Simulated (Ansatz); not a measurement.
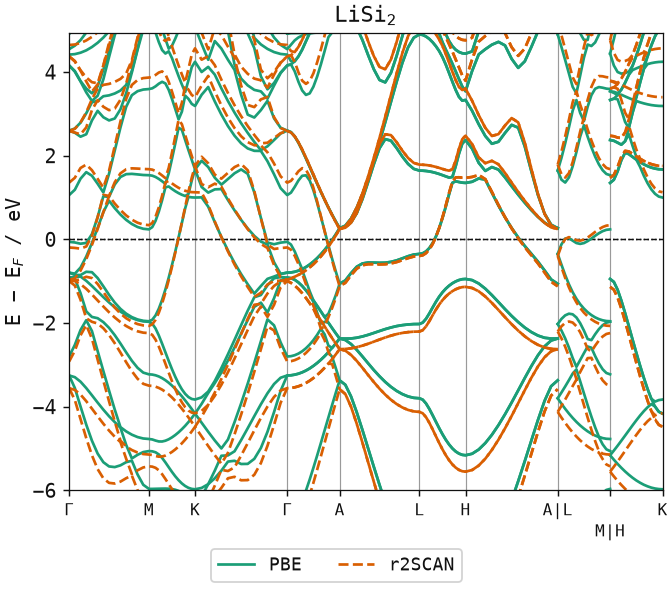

Band structures of LiSi₂, space group P6_3/mmc, 6 atoms in the cell, by two methods on the same cell. Each is counted from its own Fermi level.

> How do the methods compare?

Both give a metal. The 8 bands that come within 1 eV of the Fermi level differ by 0.16 eV on average and by 0.37 eV at most (between L and M).

Settings. PBE: DFT PBE, scalar-relativistic, plane waves, PAW, no spin polarisation, 12×12×8 k mesh, 420 eV cutoff (Ansatz 0.2.0). r2SCAN: DFT r2SCAN, scalar-relativistic, plane waves, PAW, no spin polarisation, 12×12×8 k mesh, 500 eV cutoff (Ansatz 0.2.0).

The structure is an invented one, so it need not be a known or stable phase.
